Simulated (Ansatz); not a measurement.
# FGeH3O3: the cost of one run

Program: Ansatz 0.2.0. Level of theory: RHF/def2-SVP. These are calculated values, not measurements.

## 1. The system as given

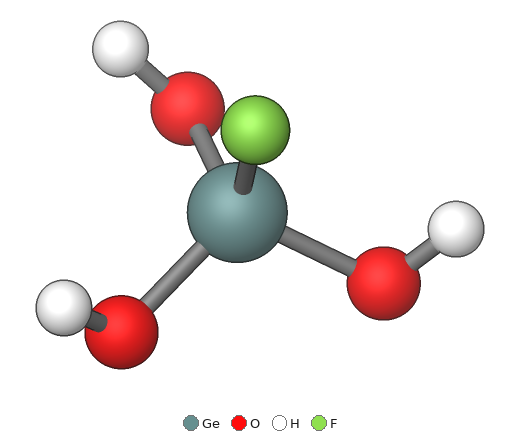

The starting structure, seen from a chosen angle (germanium teal, oxygen red, hydrogen white, fluorine green).

Structure file:

```xyz
8

Ge    0.0000    0.0000    0.0000
O     0.0000    0.0000    1.7700
H    -0.9095   -0.2814    2.1071
O     1.6691    0.0000   -0.5894
H     1.9855   -0.9521   -0.7061
O    -0.8337    1.4443   -0.5894
H    -1.7915    1.2136   -0.8118
F    -0.7913   -1.3709   -0.5594
```

## 2. Relaxing the start

input.yaml reads:

```yaml
crystal:
  periodic: [false, false, false]
  atoms:
    - { symbol: Ge, position_ang: [0.0, 0.0, 0.0] }
    - { symbol: O, position_ang: [0.0, 0.0, 1.77] }
    - { symbol: H, position_ang: [-0.9095, -0.2814, 2.1071] }
    - { symbol: O, position_ang: [1.6691, 0.0, -0.5894] }
    - { symbol: H, position_ang: [1.9855, -0.9521, -0.7061] }
    - { symbol: O, position_ang: [-0.8337, 1.4443, -0.5894] }
    - { symbol: H, position_ang: [-1.7915, 1.2136, -0.8118] }
    - { symbol: F, position_ang: [-0.7913, -1.3709, -0.5594] }
basis:
  gaussian: { orbitals: def2-SVP }
hamiltonian:
  xc: hf
relax:
  f_tol: 0.02
  max_steps: 40
```

Launch:

```sh
ansatz run input.yaml --threads 1 --pin off --max-ram 2048MiB --backend cpu --events-out ev --progress --plain --runs-dir out
```

Q: Estimate wall time and peak memory on 1 thread of Arm Neoverse V2, shared host.

About 45 s, with a peak of 0.22 GiB.
